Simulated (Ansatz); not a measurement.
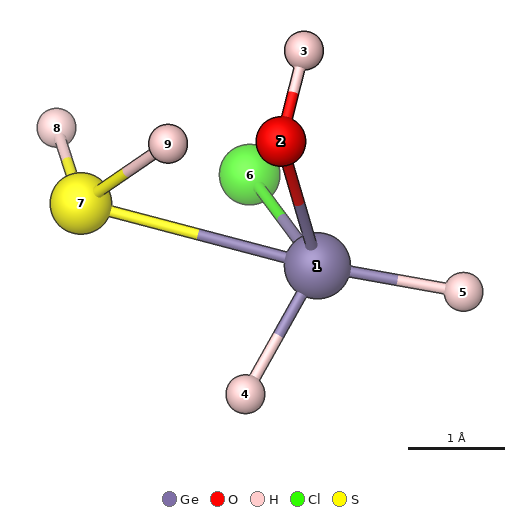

The structure as given in the input (ball-and-stick view, seen at a tilt; atoms are numbered from 1 in the order of the input). Sticks mark near contacts. Bond lengths as drawn: Cl–Ge 2.22 Å, Ge–H 1.55 Å, Ge–O 2.12 Å, Ge–S 2.55 Å, H–O 1.01 Å and H–S 1.40 to 1.63 Å.

# Geometry relaxation, with input and output: GeH₅SClO

- system: GeH₅SClO
- method: RKS BHLYP/def2-SVP (Ansatz 0.2.0)

The input holds or restrains some coordinates. It belongs to a series of runs on one base structure; here: pulled along the bonds that form and break, towards end A. Figures and captions count atoms from 1; the log counts them from 0 in places.

### Log
```
The last accepted step is kept in [file] (removed where the run ends without a failure and the disk answers)
Engine: ansatz 0.2.0, aarch64-unknown-linux-gnu
Functional definition: BHLYP
  parameter a = 0.5
  exchange = (1 - a)*b88_x + a*exact_x
  correlation = lyp_c
1099 factors; integrals over basis functions are off by at most 4.0e-4 eV
mean field evaluation 1: about -81981.2197 eV, gradient 4.1e1 eV
mean field evaluation 2: about -81979.3286 eV, gradient 5.3e1 eV
mean field evaluation 4: about -81984.4772 eV, gradient 1.7e0 eV
mean field evaluation 8: about -81984.5326 eV, gradient 9.2e-2 eV
mean field evaluation 16: about -81984.5327 eV, gradient 7.3e-5 eV
mean field -81984.53265884 eV, -3012.8760041000 hartree, gradient 7.3e-5 eV, S^2 0.000000; 0 other end points of the search recorded, 0 dependent functions left out
the calculation of the forces begins
reference -81984.53282040 eV, -3012.8760100374 hartree; 39, 39 occupied and 68, 68 virtual orbitals, 1099 factors
relax step   1: F+E_penalty+E_count = -81984.53265884 eV  Δ(F+E_penalty+E_count) = +0.000e0 eV  max|allowed force component| = 3.934e0 eV/Å  E_restraint = 28.01659004 eV  max|allowed force component, restraints' pulls added| = 3.024e1 eV/Å  Δτ_max = 0.0000 Å  (29 SCF iters, accepted)
  distance Ge 0 - S 6 = 2.5500 Å
  distance H 8 - O 1 = 1.2704 Å
  distance Ge 0 - O 1 = 2.1200 Å
  distance H 8 - S 6 = 1.6290 Å
these checks for a lower state are left out or cut short: starts, cluster_reference, orbital_swaps, neighbouring_geometries, increment
1099 factors; integrals over basis functions are off by at most 3.6e-4 eV
mean field -81985.58005991 eV, -3012.9144953796 hartree, gradient 2.5e-5 eV, S^2 0.000000; 0 other end points of the search recorded, 0 dependent functions left out
[... from here on the field's lines of each further geometry are left out, up to the last ...]
relax step   2: F+E_penalty+E_count = -81985.58005991 eV  Δ(F+E_penalty+E_count) = -1.047e0 eV  max|allowed force component| = 2.828e0 eV/Å  E_restraint = 13.45497940 eV  max|allowed force component, restraints' pulls added| = 2.314e1 eV/Å  Δτ_max = 0.1949 Å  (36 SCF iters, accepted)
relax step   3: F+E_penalty+E_count = -81986.51206134 eV  Δ(F+E_penalty+E_count) = -9.320e-1 eV  max|allowed force component| = 3.823e0 eV/Å  E_restraint = 4.04758054 eV  max|allowed force component, restraints' pulls added| = 1.178e1 eV/Å  Δτ_max = 0.1948 Å  (32 SCF iters, accepted)
relax step   4: F+E_penalty+E_count = -81987.59300102 eV  Δ(F+E_penalty+E_count) = -1.081e0 eV  max|allowed force component| = 2.990e0 eV/Å  E_restraint = 0.37212533 eV  max|allowed force component, restraints' pulls added| = 4.389e0 eV/Å  Δτ_max = 0.1949 Å  (31 SCF iters, accepted)
relax step   5: F+E_penalty+E_count = -81988.33476297 eV  Δ(F+E_penalty+E_count) = -7.418e-1 eV  max|allowed force component| = 8.185e-1 eV/Å  E_restraint = 0.00872682 eV  max|allowed force component, restraints' pulls added| = 6.839e-1 eV/Å  Δτ_max = 0.1945 Å  (30 SCF iters, accepted)
relax step   6: F+E_penalty+E_count = -81988.45623267 eV  Δ(F+E_penalty+E_count) = -1.215e-1 eV  max|allowed force component| = 1.398e0 eV/Å  E_restraint = 0.01802842 eV  max|allowed force component, restraints' pulls added| = 1.398e0 eV/Å  Δτ_max = 0.1932 Å  (30 SCF iters, accepted)
relax step   7: F+E_penalty+E_count = -81988.51535643 eV  Δ(F+E_penalty+E_count) = -5.912e-2 eV  max|allowed force component| = 6.892e-1 eV/Å  E_restraint = 0.01331547 eV  max|allowed force component, restraints' pulls added| = 4.844e-1 eV/Å  Δτ_max = 0.2000 Å  (29 SCF iters, accepted)
relax step   8: F+E_penalty+E_count = -81988.53340672 eV  Δ(F+E_penalty+E_count) = -1.805e-2 eV  max|allowed force component| = 9.644e-1 eV/Å  E_restraint = 0.01486335 eV  max|allowed force component, restraints' pulls added| = 9.644e-1 eV/Å  Δτ_max = 0.2000 Å  (29 SCF iters, accepted)
relax step   9: F+E_penalty+E_count = -81988.55838277 eV  Δ(F+E_penalty+E_count) = -2.498e-2 eV  max|allowed force component| = 6.837e-1 eV/Å  E_restraint = 0.01306381 eV  max|allowed force component, restraints' pulls added| = 1.558e-1 eV/Å  Δτ_max = 0.2000 Å  (29 SCF iters, accepted)
the calculation of the forces begins
reference -81988.56255975 eV, -3013.0241002271 hartree; 39, 39 occupied and 68, 68 virtual orbitals, 1099 factors
relax step  10: F+E_penalty+E_count = -81988.56239467 eV  Δ(F+E_penalty+E_count) = -4.012e-3 eV  max|allowed force component| = 6.691e-1 eV/Å  E_restraint = 0.01314072 eV  max|allowed force component, restraints' pulls added| = 1.913e-2 eV/Å  Δτ_max = 0.0419 Å  (31 SCF iters, accepted)
  distance Ge 0 - S 6 = 3.4608 Å
  distance H 8 - O 1 = 2.2103 Å
  distance Ge 0 - O 1 = 1.7682 Å
  distance H 8 - S 6 = 1.3725 Å
1099 factors; integrals over basis functions are off by at most 7.0e-4 eV
mean field evaluation 96: about -81988.5624 eV, gradient 6.4e-5 eV
```

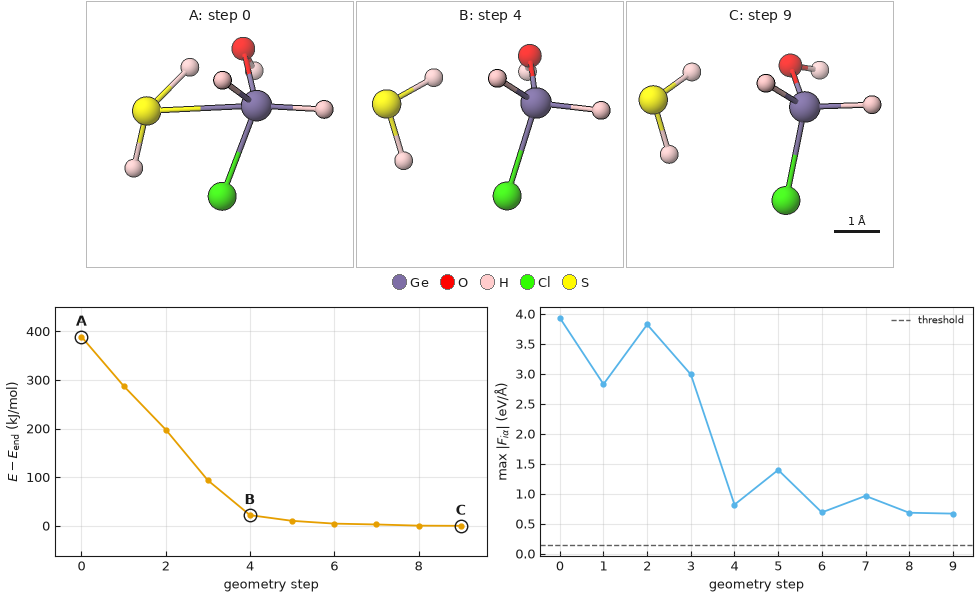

Frames of the restrained relaxation (ball-and-stick view, seen at a tilt) above the curves, on which the letters mark them (the first geometry is step 0 here and step 1 in the log).

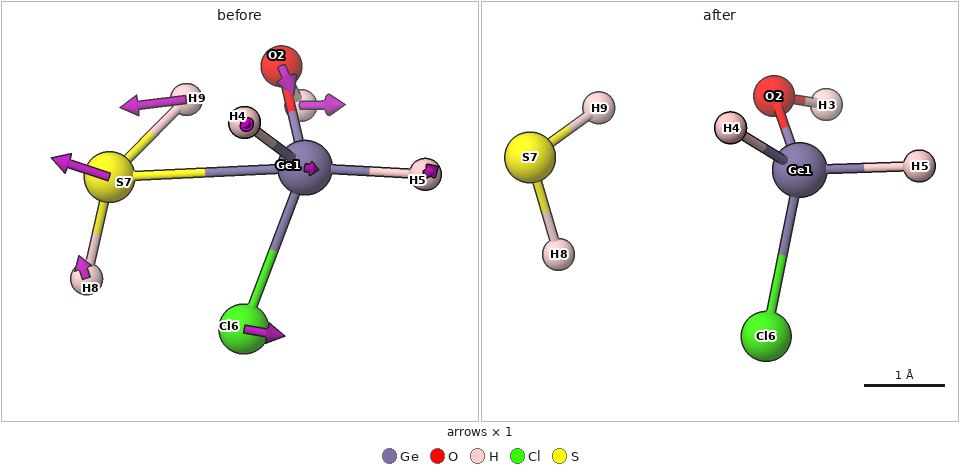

Before (left) and after (right) the restrained relaxation, at one scale (ball-and-stick view, seen at a tilt). The pink arrows give the displacements, at true length. H9 moves most after the best rigid fit: 0.86 Å. Largest moves by element: H 0.86 Å, S 0.79 Å, Cl 0.54 Å, O 0.43 Å, Ge 0.20 Å. Among the contacts that change: Ge1–S7 2.550 → 3.461 Å, Ge1–O2 2.120 → 1.768 Å, S7–H9 1.629 → 1.373 Å, S7–H8 1.400 → 1.339 Å. Bonds break: Ge1–S7 (2.55 → 3.46 Å). Among the angles that change: H8–S7–H9 118.7° → 92.6°, H4–Ge1–H5 109.5° → 114.9°, Ge1–O2–H3 109.5° → 114.5°. After 9 geometry steps the energy has fallen by 388.8 kJ/mol. The largest force component goes from 3.9 to 0.67 eV/Å. (Atoms are counted from 1 in the order of the input.)

```
mean field -81988.56239467 eV, -3013.0240941603 hartree, gradient 1.0e-5 eV, S^2 0.000000; 1 other end points of the search recorded, 0 dependent functions left out
the calculation of the forces begins
reference -81988.56255975 eV, -3013.0241002271 hartree; 39, 39 occupied and 68, 68 virtual orbitals, 1099 factors
Total energy: -81988.56255975 eV, -3013.0241002271 hartree
Atom 0 at    -0.150488     0.123160     0.007681 Å, force    -0.158889     0.255417    -0.030140 eV/Å
Atom 1 at    -0.234808    -0.035386     1.766717 Å, force     0.016524     0.008885    -0.036673 eV/Å
Atom 2 at    -1.055274     0.265726     2.152637 Å, force    -0.006220     0.005505    -0.012338 eV/Å
Atom 3 at     1.287847    -0.021269    -0.428756 Å, force     0.000216    -0.015083     0.002614 eV/Å
Atom 4 at    -0.811458     1.444192    -0.383532 Å, force    -0.009213     0.017459    -0.009646 eV/Å
Atom 5 at    -1.391349    -1.407134    -0.894737 Å, force    -0.007909     0.004129    -0.013422 eV/Å
Atom 6 at     1.472679    -2.730422     1.102883 Å, force    -0.205588     0.220467     0.669059 eV/Å
Atom 7 at     0.295325    -3.183908     0.653594 Å, force     0.006838    -0.016510    -0.006180 eV/Å
Atom 8 at     0.875325    -1.926858     2.041613 Å, force     0.364240    -0.480267    -0.563275 eV/Å
Dipole moment:    -0.238043     0.458894     0.113510 e Å
```

### Trajectory as extended XYZ (Å, eV, eV/Å), 10 frames, from step=1 to step=10
```
9
Properties=species:S:1:pos:R:3:forces:R:3 step=1 energy=-81984.53266
Ge    0.0000    0.0000    0.0000    0.7906  -1.3742   0.4078
O     0.0000    0.0000    2.1200   -1.9175  -1.0140  -1.2365
H    -0.9095   -0.2814    2.4571    1.8766   0.9110  -0.7406
H     1.4616    0.0000   -0.5162   -0.4867   0.6365   0.2198
H    -0.7300    1.2648   -0.5162   -0.3191  -0.2638   0.6944
Cl   -1.0456   -1.8115   -0.7393   -3.9341   2.2853  -3.0911
S     0.9489   -2.2261    0.8041    3.3312  -2.3958   2.6087
H     0.0689   -3.2600    0.4622    1.1036   1.2595   1.3254
H     0.4935   -1.1577    1.9464   -0.4445  -0.0445  -0.1879
9
Properties=species:S:1:pos:R:3:forces:R:3 step=2 energy=-81985.58006
Ge   -0.0466    0.1100    0.0192    1.4540  -2.8277   1.4692
O    -0.0629    0.1094    2.0535   -1.6183  -0.6136  -1.9312
H    -0.9007   -0.2711    2.4519    1.4360   1.0361  -1.0503
H     1.4499    0.0080   -0.5114   -1.1624   0.4707   0.6482
H    -0.7411    1.2767   -0.5144   -1.0545   1.1186  -0.1035
Cl   -1.0742   -1.7800   -0.7613   -1.8119   2.5991  -1.2376
S     1.0373   -2.3686    0.9035    2.0886  -0.7743   2.2900
H     0.0737   -3.2568    0.4735    0.6023   0.9803   1.3224
H     0.5526   -1.2997    1.9036    0.0661  -1.9893  -1.4070
9
Properties=species:S:1:pos:R:3:forces:R:3 step=3 energy=-81986.51206
Ge   -0.0859    0.1997    0.0544    2.0794  -3.8232   1.6584
O    -0.1357    0.2338    1.9723   -1.5856  -0.9378  -1.4068
H    -0.8874   -0.2577    2.4345    1.5434   1.3011  -1.4548
H     1.4295    0.0118   -0.4987   -1.5072   0.4990   0.8700
H    -0.7592    1.3003   -0.5219   -1.5330   2.0182  -0.7500
Cl   -1.0805   -1.7464   -0.7614   -0.9701   2.4978  -0.4435
S     1.1103   -2.4877    0.9779    1.5066  -0.5618   1.5955
H     0.0757   -3.2464    0.4895    0.4800   0.9156   1.1808
H     0.6209   -1.4792    1.8715   -0.0133  -1.9089  -1.2495
9
Properties=species:S:1:pos:R:3:forces:R:3 step=4 energy=-81987.59300
Ge   -0.1075    0.2467    0.0833    1.3915  -2.9903   0.0306
O    -0.2008    0.3044    1.8824   -0.5339  -0.5183  -0.4259
H    -0.8561   -0.2235    2.3812    0.5854   0.6728  -0.8947
H     1.3819    0.0285   -0.4650   -1.1839   0.4509   0.8046
H    -0.7984    1.3492   -0.5423   -1.0099   1.3627  -0.5082
Cl   -1.0991   -1.6739   -0.7601   -0.3951   1.9526   0.0977
S     1.2105   -2.6353    1.0565    0.3409  -0.4982   0.7714
H     0.0867   -3.2207    0.5233    0.7340   0.7024   0.8497
H     0.6706   -1.6473    1.8589    0.0711  -1.1346  -0.7253
9
Properties=species:S:1:pos:R:3:forces:R:3 step=5 energy=-81988.33476
Ge   -0.1080    0.1958    0.0391   -0.2113  -0.4585  -0.4235
O    -0.1844    0.2694    1.8028    0.0003  -0.2485   0.0570
H    -0.8633   -0.1888    2.3001   -0.0361   0.1831  -0.3169
H     1.3456    0.0751   -0.3928   -0.1072   0.0282   0.1403
H    -0.8325    1.3824   -0.5447   -0.1712   0.2982  -0.0364
Cl   -1.2278   -1.5306   -0.7874    0.0359   0.6581   0.2265
S     1.3149   -2.7403    1.1405   -0.6997   0.1024   0.4512
H     0.1465   -3.1858    0.5893    0.6839   0.2554   0.3771
H     0.6968   -1.7490    1.8712    0.5054  -0.8185  -0.4754
9
Properties=species:S:1:pos:R:3:forces:R:3 step=6 energy=-81988.45623
Ge   -0.1197    0.1809    0.0099   -0.1292   0.2301  -0.0936
O    -0.1686    0.1708    1.7772   -1.3904  -0.6034   0.8505
H    -1.0112   -0.0861    2.2304    1.3976   0.5597  -0.9810
H     1.3293    0.0248   -0.4057   -0.0495   0.0392   0.0317
H    -0.8120    1.4399   -0.5045   -0.0017   0.0173   0.0056
Cl   -1.3052   -1.4558   -0.7810   -0.1464   0.0971  -0.0171
S     1.3853   -2.7494    1.1213   -0.6070   0.1659   0.5325
H     0.1961   -3.1820    0.6272    0.4892   0.1687   0.2343
H     0.7938   -1.8149    1.9434    0.4374  -0.6746  -0.5629
9
Properties=species:S:1:pos:R:3:forces:R:3 step=7 energy=-81988.51536
Ge   -0.1315    0.1620    0.0367   -0.0265   0.1917  -0.4405
O    -0.1837    0.0827    1.8038   -0.4765  -0.1176  -0.2416
H    -1.1010   -0.0278    2.0614    0.1439   0.0863   0.3412
H     1.2877   -0.0710   -0.4094    0.1067   0.0155  -0.0329
H    -0.7428    1.4711   -0.4585   -0.0334   0.0236   0.0910
Cl   -1.4479   -1.3735   -0.7828    0.0820   0.1333   0.1473
S     1.4574   -2.7195    1.1102   -0.0975   0.2542   0.6892
H     0.2750   -3.1485    0.6615   -0.0854  -0.0583  -0.0448
H     0.8747   -1.8474    1.9952    0.3866  -0.5287  -0.5090
9
Properties=species:S:1:pos:R:3:forces:R:3 step=8 energy=-81988.53341
Ge   -0.1231    0.1340    0.0301   -0.3701   0.2002  -0.0654
O    -0.2648   -0.0025    1.7914   -0.8495   0.1992   0.1173
H    -1.1784    0.1535    2.0947    0.9644  -0.1676  -0.2141
H     1.3166   -0.0775   -0.3776   -0.0302   0.0137   0.0218
H    -0.7441    1.4631   -0.4101    0.0543  -0.0412   0.0051
Cl   -1.4329   -1.3869   -0.8112    0.0858   0.0936  -0.0367
S     1.4758   -2.7617    1.0619   -0.1454   0.2876   0.6095
H     0.2498   -3.1687    0.6981    0.0650   0.0444   0.0511
H     0.9891   -1.8253    1.9408    0.2256  -0.6299  -0.4886
9
Properties=species:S:1:pos:R:3:forces:R:3 step=9 energy=-81988.55838
Ge   -0.1544    0.1198    0.0135   -0.0052   0.4209  -0.1131
O    -0.2226   -0.0362    1.7725   -0.0631   0.0235  -0.0358
H    -1.0372    0.2792    2.1601    0.0045  -0.0095   0.0123
H     1.2891    0.0171   -0.4234   -0.0132  -0.0393   0.0112
H    -0.8383    1.4285   -0.3936    0.0047  -0.0213   0.0611
Cl   -1.3539   -1.4184   -0.9098   -0.1028  -0.1020  -0.0410
S     1.4568   -2.7466    1.0942   -0.2090   0.2475   0.6837
H     0.2653   -3.1824    0.6652    0.0190  -0.0268  -0.0119
H     0.8830   -1.9329    2.0395    0.3653  -0.4930  -0.5666
9
Properties=species:S:1:pos:R:3:forces:R:3 step=10 energy=-81988.56240
Ge   -0.1505    0.1232    0.0077   -0.1589   0.2554  -0.0301
O    -0.2348   -0.0354    1.7667    0.0165   0.0089  -0.0367
H    -1.0553    0.2657    2.1526   -0.0062   0.0055  -0.0123
H     1.2878   -0.0213   -0.4288    0.0002  -0.0151   0.0026
H    -0.8115    1.4442   -0.3835   -0.0092   0.0175  -0.0096
Cl   -1.3913   -1.4071   -0.8947   -0.0079   0.0041  -0.0134
S     1.4727   -2.7304    1.1029   -0.2056   0.2205   0.6691
H     0.2953   -3.1839    0.6536    0.0068  -0.0165  -0.0062
H     0.8753   -1.9269    2.0416    0.3642  -0.4803  -0.5633
```

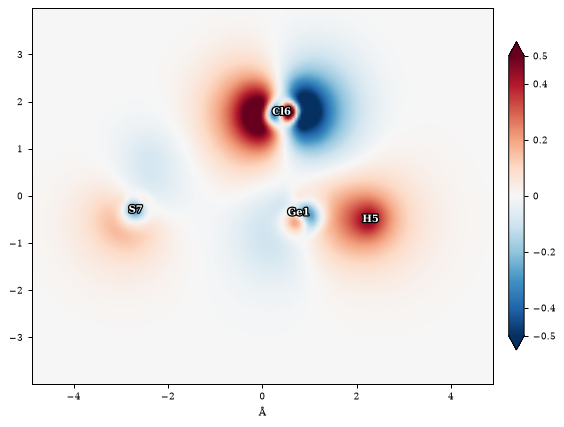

The HOMO−1 on the plane of atoms H5, Ge1 and Cl6 (values in Å⁻³ᐟ²; the overall sign is arbitrary). Its energy is −9.93 eV.

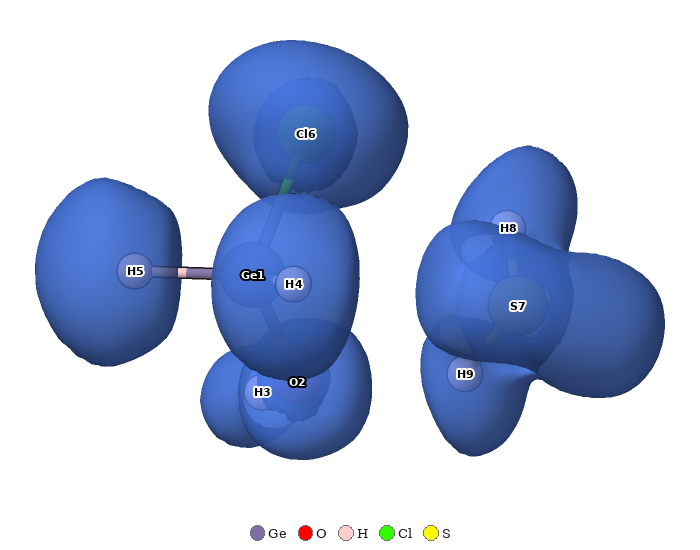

Isosurface of the ELF at 0.75 (blue), seen at a tilt. Only the valence region is drawn (cores and ρ < 0.01 e/Å³ removed). Along the contacts the grid gives the following. Ge–O (1.77 Å): the ELF peaks at about 0.90 in the valence shell of O, 0.6 Å from its nucleus, and is about 0.30 at the midpoint.

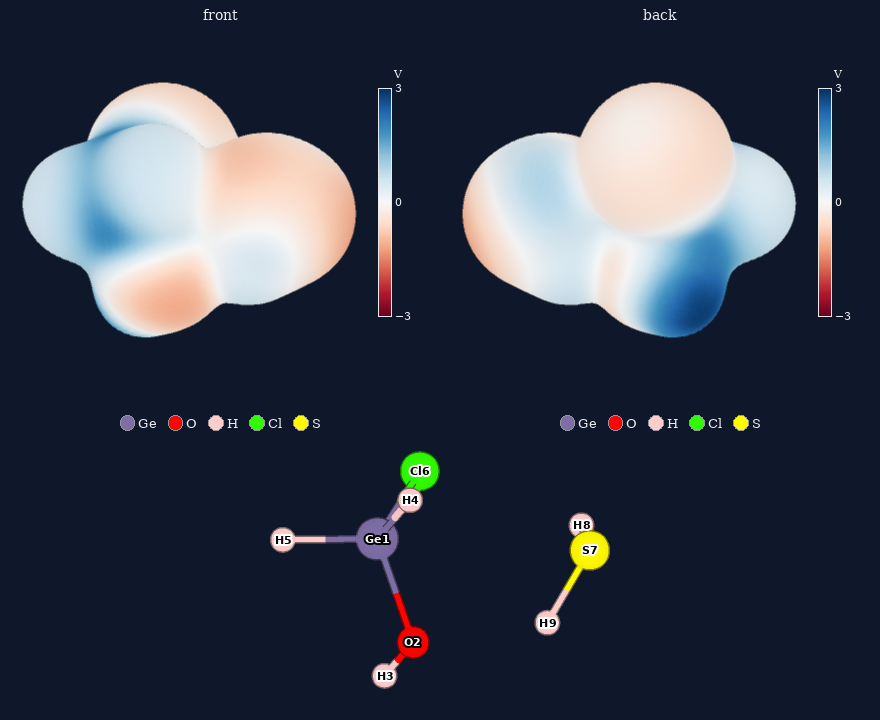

The molecular electrostatic potential painted on the density surface at 0.002 e/bohr³, seen face on and from behind; red is negative and blue positive. The bare structure is drawn below in the same view.

This output came from the following input.

### The input
```yaml
crystal:
  periodic: [false, false, false]
  atoms:
    - { symbol: Ge, position_ang: [0.0, 0.0, 0.0] }
    - { symbol: O, position_ang: [0.0, 0.0, 2.12] }
    - { symbol: H, position_ang: [-0.9095, -0.2814, 2.4571] }
    - { symbol: H, position_ang: [1.4616, 0.0, -0.5162] }
    - { symbol: H, position_ang: [-0.73, 1.2648, -0.5162] }
    - { symbol: Cl, position_ang: [-1.0456, -1.8115, -0.7393] }
    - { symbol: S, position_ang: [0.9489, -2.2261, 0.8041] }
    - { symbol: H, position_ang: [0.0689, -3.26, 0.4622] }
    - { symbol: H, position_ang: [0.4935, -1.1577, 1.9464] }
basis:
  gaussian: { orbitals: def2-SVP }
hamiltonian:
  xc: { name: BHLYP }
relax:
  f_tol: 0.15
  max_steps: 25
  restrain:
    - { distance: [0, 6], at: 3.45, k: 30.0 }
    - { distance: [8, 1], at: 2.21, k: 30.0 }
    - { distance: [0, 1], at: 1.77, k: 30.0 }
    - { distance: [8, 6], at: 1.4, k: 30.0 }
output:
  orbitals: {}
```

Launched with:
```bash
ansatz run input.yaml --threads 2 --pin off --max-ram 3072MiB --backend cpu --events-out ev --progress --plain --runs-dir out
```

### Summary

```tsv
quantity	value
outcome	converged under the restraints of the input
total energy	−81988.5626 eV
mean-field energy	−81988.5626 eV
largest force (length of the vector) at the end, held atoms and coordinates included	0.825 eV/Å
hardware	2 threads of Arm Neoverse V2, 24 GiB of memory available, shared host
wall time	32 s (CPU time 62 s)
peak memory	0.26 GiB
```
